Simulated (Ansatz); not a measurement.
**[SiH3]+ (SMILES [SiH3+]) at 6 levels**

We compute a comparison of 6 runs (BHLYP/3-21G, revPBE/3-21G, PBE0/6-31G*, wB97X/6-31G*, MP2/3-21G, CCSD/3-21G) of [SiH3]+. 

Program for the calculation: Ansatz 0.2.0.

2 further runs of the same task are left out: 2 that didn't finish.

## (1) The system as given

The species is [SiH3]+ (4 atoms), meant as a singlet with charge +1. As SMILES, `[SiH3+]`. The H3–Si1 distance was set to 2.944 Å, away from the relaxed value. At this shape a bond of the SMILES string is far longer than usual.

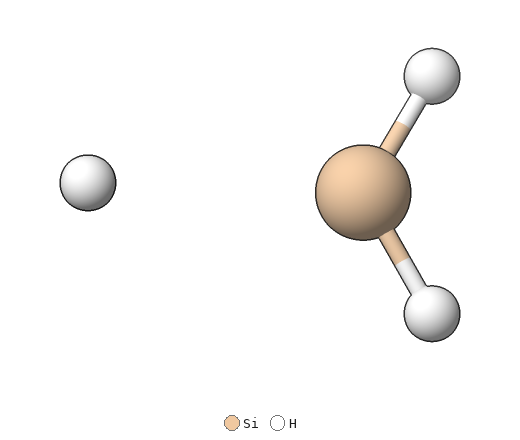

The structure, seen from a chosen angle (silicon light orange, hydrogen white).

## (2) The energy at BHLYP/3-21G (run 1)

Contents of molecule.yaml:

```yaml
crystal:
  periodic: [false, false, false]
  atoms:
    - {symbol: Si, position_ang: [0.118400, 1.467194, 0.009900]}
    - {symbol: H, position_ang: [0.805300, 2.142594, 1.122900]}
    - {symbol: H, position_ang: [-0.118400, -1.467200, -0.009900]}
    - {symbol: H, position_ang: [-0.450100, 2.258894, -1.093200]}
basis:
  gaussian:
    orbitals: 3-21G.json
total_charge: 1
magnetization:
  spin_polarized: false
hamiltonian:
  xc: {name: BHLYP}
accuracy: high
```

The basis set 3-21G is read from a file made from the Basis Set Exchange's data (not shown).

On the command line:

```
ansatz run molecule.yaml --threads 1 --pin off --max-ram 2610MiB --events-out events.jsonl --progress --plain --runs-dir runs
```

Output:

```text
Warning: RAYON_NUM_THREADS=1 ignored (pool sized by the plan → 1); use --threads N
Functional definition: BHLYP
  name "BHLYP"
  parameter a = 0.5
  exchange = (1 - a)*b88_x + a*exact_x
  correlation = lyp_c
368 factors; integrals over basis functions are off by at most 3.4e-9 eV
mean field evaluation 1: about -7868.4181 eV, gradient 1.2e1 eV
mean field evaluation 2: about -7866.3038 eV, gradient 2.2e1 eV
mean field evaluation 4: about -7870.2103 eV, gradient 4.9e-1 eV
mean field evaluation 8: about -7870.2039 eV, gradient 3.6e-3 eV
mean field evaluation 16: about -7870.2039 eV, gradient 1.3e-8 eV
mean field -7870.20392265 eV, -289.2246595415 hartree, gradient 8.3e-9 eV, S^2 0.000000; 0 other end points of the search recorded, 0 dependent functions left out
reference -7870.20394350 eV, -289.2246603079 hartree; 8, 8 occupied and 11, 11 virtual orbitals, 368 factors
Total energy: -7870.20394350 eV, -289.2246603079 hartree
```

Wall time 0.62 s (1 thread of Arm Neoverse V1, shared host).

## (3) A single-point energy at revPBE/3-21G (run 2)

Contents of input.yaml:

```yaml
crystal:
  periodic: [false, false, false]
  atoms:
    - {symbol: Si, position_ang: [0.118400, 1.467194, 0.009900]}
    - {symbol: H, position_ang: [0.805300, 2.142594, 1.122900]}
    - {symbol: H, position_ang: [-0.118400, -1.467200, -0.009900]}
    - {symbol: H, position_ang: [-0.450100, 2.258894, -1.093200]}
basis:
  gaussian:
    orbitals: 3-21G.json
total_charge: 1
hamiltonian:
  xc: {name: revPBE}
accuracy: high
```

The basis set 3-21G is read from a file made from the Basis Set Exchange's data (not shown).

On the command line:

```
ansatz run input.yaml --threads 1 --pin off --max-ram 2610MiB --events-out events.jsonl --progress --plain --runs-dir runs
```

Output:

```text
Warning: RAYON_NUM_THREADS=1 ignored (pool sized by the plan → 1); use --threads N
Functional definition: revPBE
  name "revPBE"
  parameter kappa = 1.245
  parameter beta = 0.06672455060314922
  exchange = pbe_x(kappa = kappa, mu = beta*pi^2/3)
  correlation = pbe_c(beta = beta)
368 factors; integrals over basis functions are off by at most 3.4e-9 eV
mean field evaluation 1: about -7865.4161 eV, gradient 1.8e1 eV
mean field evaluation 2: about -7856.0308 eV, gradient 3.5e1 eV
mean field evaluation 4: about -7868.4999 eV, gradient 9.9e0 eV
mean field evaluation 8: about -7869.1729 eV, gradient 3.6e-1 eV
mean field evaluation 16: about -7869.1607 eV, gradient 5.3e-6 eV
mean field -7869.16066321 eV, -289.1863204643 hartree, gradient 3.2e-8 eV, S^2 0.000000; 0 other end points of the search recorded, 0 dependent functions left out
reference -7869.16066623 eV, -289.1863205753 hartree; 8, 8 occupied and 11, 11 virtual orbitals, 368 factors
Total energy: -7869.16066623 eV, -289.1863205753 hartree
```

It took 0.62 s on 1 thread of Arm Neoverse V1, shared host.

Runs 3 to 5 aren't shown in full; the table further down has their settings and results.

## (4) A single-point energy at CCSD/3-21G (run 6)

Contents of run.yaml:

```yaml
crystal:
  periodic: [false, false, false]
  atoms:
    - symbol: Si
      position_ang: [0.118400, 1.467194, 0.009900]
    - symbol: H
      position_ang: [0.805300, 2.142594, 1.122900]
    - symbol: H
      position_ang: [-0.118400, -1.467200, -0.009900]
    - symbol: H
      position_ang: [-0.450100, 2.258894, -1.093200]
basis:
  gaussian: {orbitals: 3-21G.json}
total_charge: 1
correlation: {method: ccsd, frozen_orbitals: {H: 0, Si: 5}}
accuracy: high
scf: {omitted_lower_state_checks: [cluster_reference, increment]}
```

The basis set 3-21G is read from a file made from the Basis Set Exchange's data (not shown).

On the command line:

```
ansatz run run.yaml --threads 1 --pin off --max-ram 2610MiB --events-out events.jsonl --progress --plain --runs-dir runs
```

Output, cut to the lines that bear on the results:

```text
Warning: RAYON_NUM_THREADS=1 ignored (pool sized by the plan → 1); use --threads N
Functional definition: HF
  name "HF"
[...]
368 factors; integrals over basis functions are off by at most 3.4e-9 eV
[...]
mean field -7853.98062836 eV, -288.6284644731 hartree, gradient 4.7e-9 eV, S^2 0.000000; 1 other end points of the search recorded, 0 dependent functions left out; unrestricted orbitals would lower it
5 core orbitals not correlated: weight in the atoms' cores, before any rotation towards them, 1.000 or more for the frozen orbitals, at most 0.000 for the correlated occupied ones
reference -7853.98062836 eV, -288.6284644731 hartree; 3, 3 occupied and 11, 11 virtual orbitals, 368 factors
second order -2.00370096 eV of doubles, -0.00000000 eV of singles
cycle   1  -2.37526403 eV  change   -6.8e-1 eV  update   1.2e-1
[...]
cycle  23  -3.32794266 eV  change  -6.6e-10 eV  update  3.9e-10
WARN: these amplitudes may be one of several solutions (largest doubles amplitude 0.51, level shift 2.57 eV)
Total energy: -7857.30857102 eV, -288.7507641099 hartree
Checks for a lower state left out: cluster_reference, increment
```

It took 0.18 s on 1 thread of Arm Neoverse V1, shared host.

## (5) The series

| run | level | frozen core orbitals | energy (Eh) | wall time |
| --- | --- | --- | --- | --- |
| 1 | BHLYP/3-21G | – | -289.224660 | 0.62 s |
| 2 | revPBE/3-21G | – | -289.186321 | 0.62 s |
| 3 | PBE0/6-31G* (spherical functions) | – | -290.625086 | 0.87 s |
| 4 | wB97X/6-31G* (spherical functions) | – | -290.733635 | 3.9 s |
| 5 | MP2/3-21G | 5 | -288.702099 | 0.14 s |
| 6 | CCSD/3-21G | 5 | -288.750764 | 0.18 s |

## (6) Summary of results

```
                                          quantity          value
                               run 6: total energy  -288.75076 Eh
run 6: correlation energy (5 core orbitals frozen)     -122.3 mEh
                              run 6: T1 diagnostic          0.052
```

Totals of different functionals can't be ranked against each other. In run 6 the T1 diagnostic is large, so a single reference may not serve. In runs 5, 6 the log says that unrestricted orbitals would lower the reference, so the values rest on an unstable closed-shell determinant (other closed-shell runs at this shape may share the fault). All runs together took 6.3 s, the longest 3.9 s.
